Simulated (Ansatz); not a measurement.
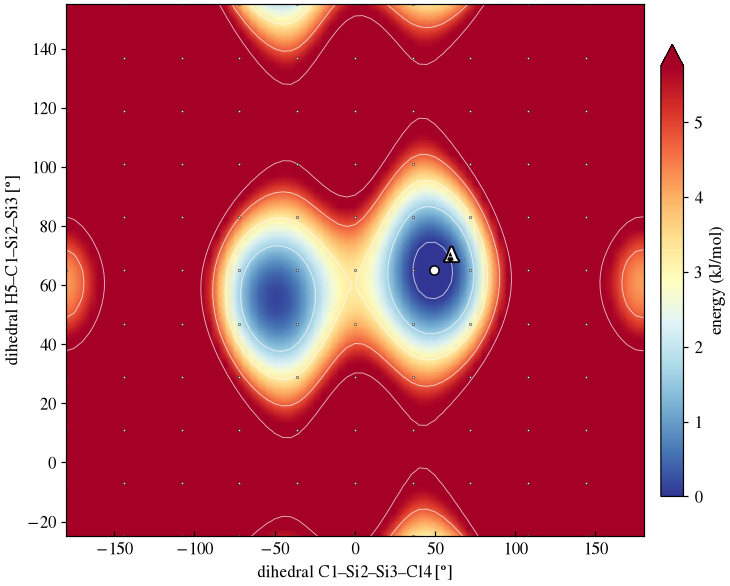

CH₇ClSi₂, SMILES C[SiH2][SiH2]Cl. First axis: dihedral C1–Si2–Si3–Cl4. Second axis: dihedral H5–C1–Si2–Si3. Nothing is relaxed (all other coordinates rigid). The scan uses a 10 × 11 grid. All energies are given in kJ/mol relative to the lowest grid point. Level of theory: RKS B3LYP-D4/def2-SVP in Ansatz 0.2.0.

In the figure: a smooth colour map with a few white contour lines, dots at the grid points, one colour for all values above the top of the scale, the well A. Between grid points the surface is interpolated.

**Where is the minimum, and how stiff is the well along each coordinate? Take the well at A.**

The interpolated minimum is at dihedral C1–Si2–Si3–Cl4 ≈ 49°, dihedral H5–C1–Si2–Si3 ≈ 65°. The curvatures there are about 0.22 eV/rad² and 0.34 eV/rad², with a cross term of about 0.009 eV/rad². Round the minimum the two coordinates are nearly uncoupled. (1 eV is 96.5 kJ/mol.)
